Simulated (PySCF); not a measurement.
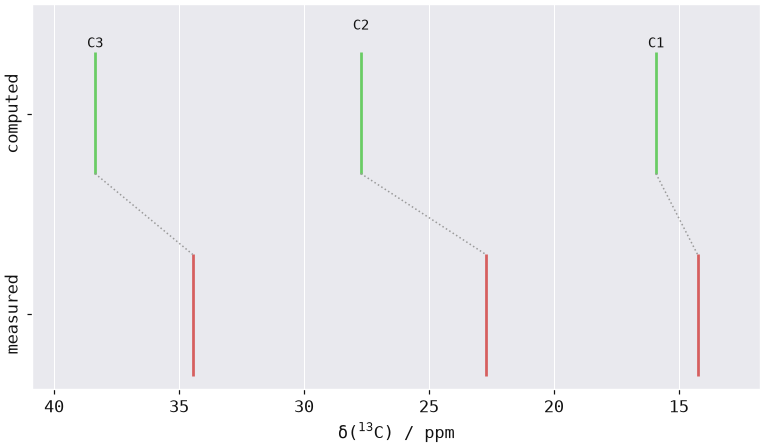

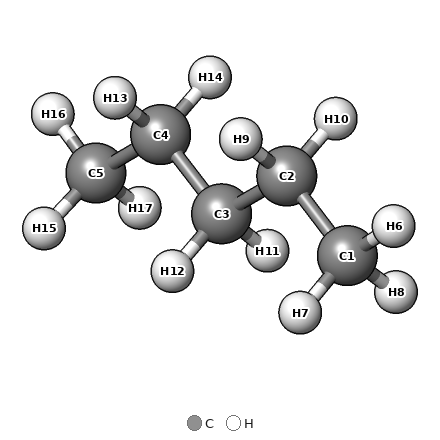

¹³C shifts of C₅H₁₂ (pentane), SMILES CCCCC against TMS: GIAO PBE0/aug-cc-pVDZ (PySCF 2.14.0) for one gas-phase conformer (PBE0-D3(BJ)/def2-SVP, like atoms averaged; labels name one atom of each set) above, published measurements (C6D6) below; dotted lines join the same nuclei. Only nuclei with a measured value are shown, one named for each set of like atoms.

**Is the order of the signals reproduced?**

Yes, no dotted lines cross.

**Give the values.**

```tsv
nucleus	computed	measured
C3	38.4	34.5
C2	27.7	22.7
C1	15.9	14.3
```
